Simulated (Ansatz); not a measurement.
Bond stretch in BH, singlet.

Levels: RKS-B3LYP = restricted B3LYP/cc-pVTZ in Ansatz (a quantum-chemistry and plane-wave program); RKS-PBE = restricted PBE/cc-pVTZ run with Ansatz; RKS-CAM-B3LYP = restricted CAM-B3LYP/cc-pVTZ in Ansatz; UCCSD(T) = CCSD(T) on UHF/cc-pVTZ, frozen core in Ansatz; UKS-B3LYP = Ansatz with unrestricted B3LYP/cc-pVTZ; UKS-CAM-B3LYP = unrestricted CAM-B3LYP/cc-pVTZ run with Ansatz; UKS-PBE = unrestricted PBE/cc-pVTZ in Ansatz; FCI = Ansatz with full CI/cc-pVTZ, frozen core.

Cost and accuracy over the 22 points of the scan, with FCI as yardstick. Costs are rough ratios of core time within Ansatz on shared cores, each with its mean field (Kohn-Sham runs search longer for lower solutions than correlated ones do); the miss is the largest error against full CI of the curve after the mean shift, in kJ/mol.

**Question.** Which of them comes closest to FCI within 2 times the cost of the cheapest?

**Answer.** RKS-PBE, 92.8 kJ/mol off at most.

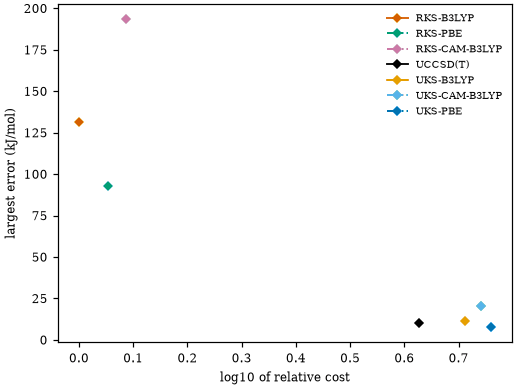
Figure: Miss against cost, one point a level.

| level | relative cost | largest error |
|---|---|---|
| RKS-B3LYP | 1 | 131.1 |
| RKS-PBE | 1 | 92.8 |
| RKS-CAM-B3LYP | 1 | 193.3 |
| UCCSD(T) | 4 | 10.0 |
| UKS-B3LYP | 5 | 11.3 |
| UKS-CAM-B3LYP | 6 | 20.7 |
| UKS-PBE | 6 | 7.8 |

Costs within a factor of two of each other count as equal.

The restricted form behind RKS-B3LYP, RKS-PBE, RKS-CAM-B3LYP keeps the bonding electrons paired and can't separate into open-shell fragments. The unrestricted determinant behind UCCSD(T) is spin-contaminated at 0.98 to 4.97 Å (<S²> up to 1.0, against 0.00 for a pure singlet). The unrestricted determinant behind UKS-B3LYP is spin-contaminated at 0.98 to 1.26, 2.49 to 4.97 Å (<S²> up to 1.0, against 0.00 for a pure singlet). The unrestricted determinant behind UKS-CAM-B3LYP is spin-contaminated at 0.98 to 1.32, 2.21 to 4.97 Å (<S²> up to 1.0, against 0.00 for a pure singlet). The unrestricted determinant behind UKS-PBE is spin-contaminated at 0.98 to 1.44, 2.49 to 4.97 Å (<S²> up to 1.0, against 0.00 for a pure singlet).
